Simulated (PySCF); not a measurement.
# C$_{3}$H$_{9}$F$_{2}$PSi: what the fields show

Input

```
{"job": {"kind": "uv", "xc": "CAM-B3LYP", "basis": "def2-SVPD", "nstates": 8, "ntriplets": 3}, "charge": 0, "multiplicity": 1}
C     -1.262691    -1.451828    -0.377376
Si    -0.027142    -0.075402     0.086445
C      1.452472    -0.763802     1.072271
C      0.527697     0.936667    -1.434490
P     -1.164852     1.320857     1.555615
F     -2.112854     1.994622     0.403524
F     -0.052759     2.520950     1.498949
H     -2.139180    -1.043978    -0.872255
H     -1.603045    -1.988798     0.503415
H     -0.808706    -2.173372    -1.048951
H      2.034043    -1.455061     0.471232
H      2.115727     0.032786     1.395768
H      1.121801    -1.295875     1.959490
H      1.066321     0.325427    -2.152878
H      1.176935     1.754513    -1.133598
H     -0.331364     1.371238    -1.938570
```

Command:

```sh
OMP_NUM_THREADS=1 python probes_run.py task.json out
```

Geometry: GFN2-xTB.

These are results of CAM-B3LYP/def2-SVPD, SCF density, gas phase in PySCF 2.14.0, not measurements.

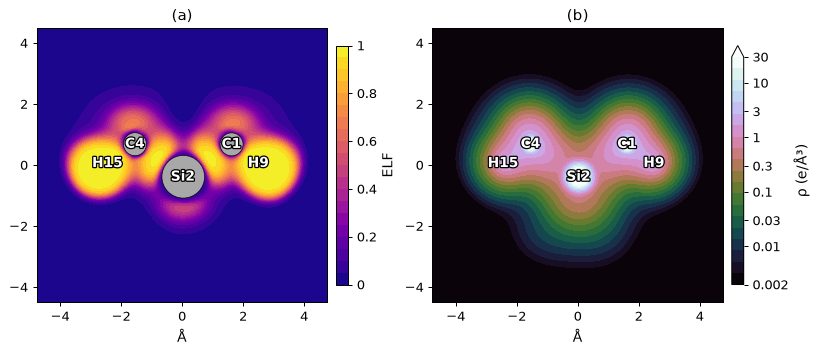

Figure 1. (a) electron localisation function; (b) total electron density on the plane of atoms Si2, C1 and H9. Grey discs cover the atomic cores in the ELF map.

**Interpret the plot.**

- The plane passes through C, Si and H nuclei.
- C–Si (1.91 Å): the density is about 0.92 e/Å³ at the midpoint; the ELF peaks at about 0.95 between the atoms: a covalent bond.
- C–H (1.09 Å): ρ is about 1.9 e/Å³ halfway; the ELF climbs to about 1 towards the hydrogen, as it does in any bond to H; a covalent bond by its length.

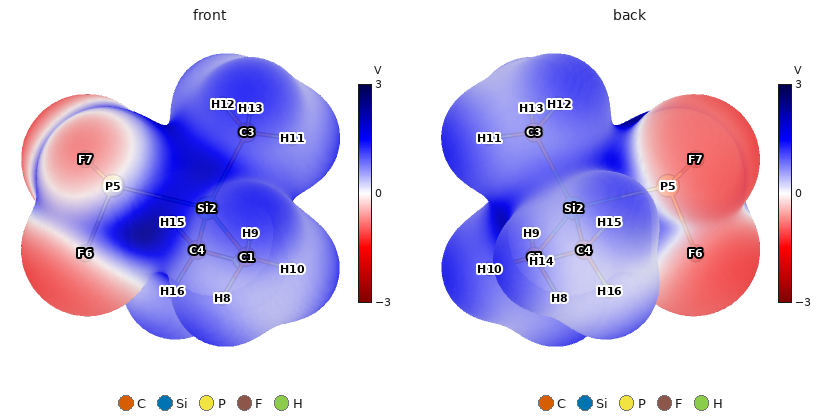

Figure 2. The electrostatic potential painted on the density surface at 0.004 e/bohr³, seen from the front and from behind; red is negative and blue positive.

**Describe the electrostatic potential map.**

The most negative region (about −1.0 V) lies over F6 and F7, the most positive (about +2.3 V) over P5.

**How polar is the molecule by this calculation?**

Its dipole moment is 3.03 D.
